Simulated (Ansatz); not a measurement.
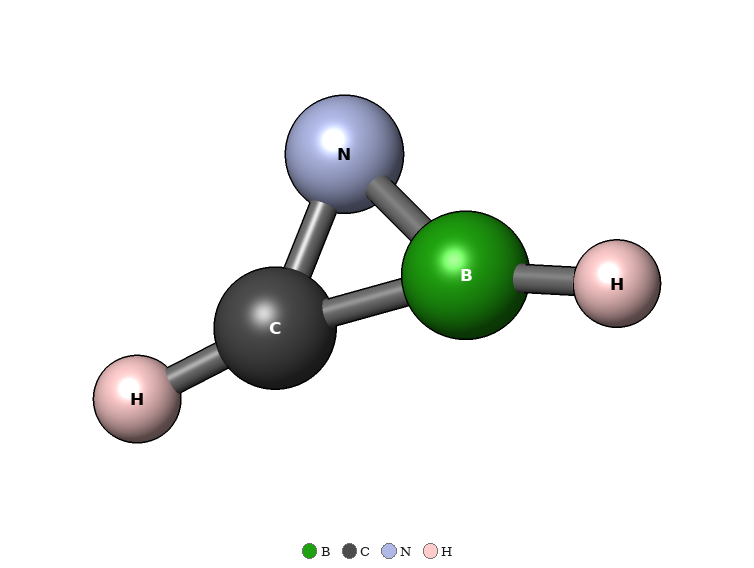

Ball-and-stick drawing of a structure.

The geometry was computed by an optimisation with PBE0-D4/def2-TZVP.

Describe the molecule.

Formula CH₂BN. SMILES: `B1C=N1`. Among its groups: imine, B–H bond. This geometry has Cs symmetry. All atoms lie on one plane. Coordination, clear cases only: 1 B T-shaped; 1 C T-shaped.

More results for the same structure follow; atom numbers are the same in all pictures, views and colours differ.

### Dipole moment

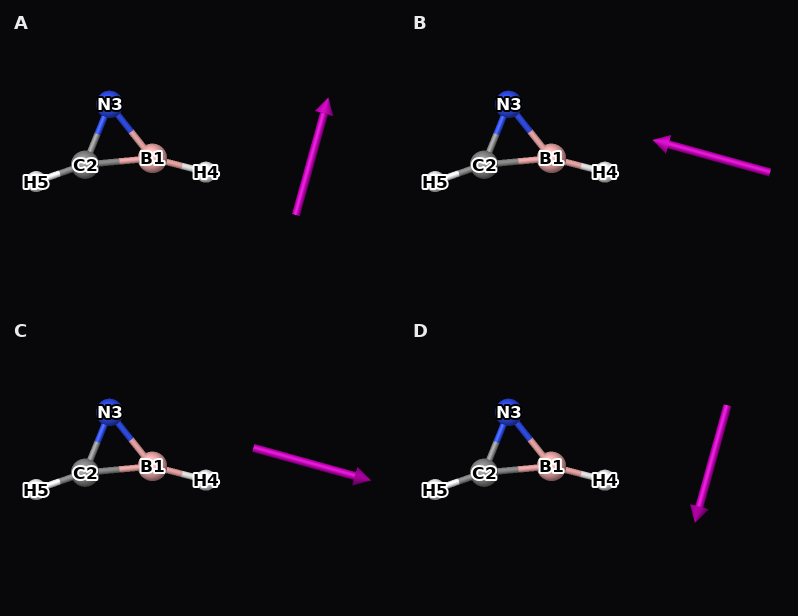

The same molecule four times, each with an arrow. Method: RKS PBE0-D4/def2-TZVP (Ansatz 0.2.0).

> Which arrow points along the dipole moment, from the negative to the positive end?

D. The dipole moment is 1.69 D; it points from the side of N3 to the side of H5 (the outermost atoms at the two ends).

### Vibrations

Harmonic vibrations computed with RKS PBE0-D4/def2-TZVP (Ansatz 0.2.0) at a stationary point of the same level.

> How many vibrational modes are there, and where do they lie?

9 modes: 759, 798, 937, 941, 1149, 1321, 1591, 2785, 3186 cm⁻¹.

### Charges

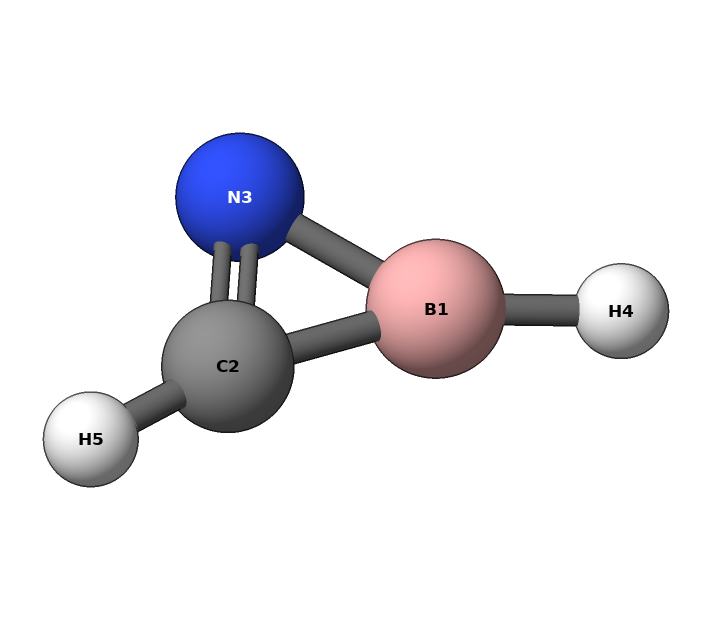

The questions are on Mulliken charges. Level of theory: RKS PBE-D4/def2-TZVPP (Ansatz 0.2.0).

List the Mulliken charges.

| atom | value (e) |
| --- | --- |
| B1 | −0.25 |
| C2 | 0.20 |
| N3 | −0.13 |
| H4 | 0.03 |
| H5 | 0.14 |

### Levels of theory compared

Program: Ansatz 0.2.0.

Tabulate vertical IP (eV) at these levels: B2PLYP (frozen core)/def2-TZVPP; B3LYP-D4/def2-TZVPP; PBE-D4/def2-TZVPP; PBE0-D4/def2-TZVPP; r2SCAN-D4/def2-TZVPP; ωB97M-V/def2-TZVPP; ωB97X-V/def2-TZVPP.

| level | vertical IP (eV) |
| --- | --- |
| B2PLYP (frozen core)/def2-TZVPP | 10.13 |
| B3LYP-D4/def2-TZVPP | 10.26 |
| PBE-D4/def2-TZVPP | 10.10 |
| PBE0-D4/def2-TZVPP | 10.18 |
| r2SCAN-D4/def2-TZVPP | 10.08 |
| ωB97M-V/def2-TZVPP | 10.25 |
| ωB97X-V/def2-TZVPP | 10.23 |

Mulliken values depend strongly on the basis set and can even reverse the polarity of a bond.
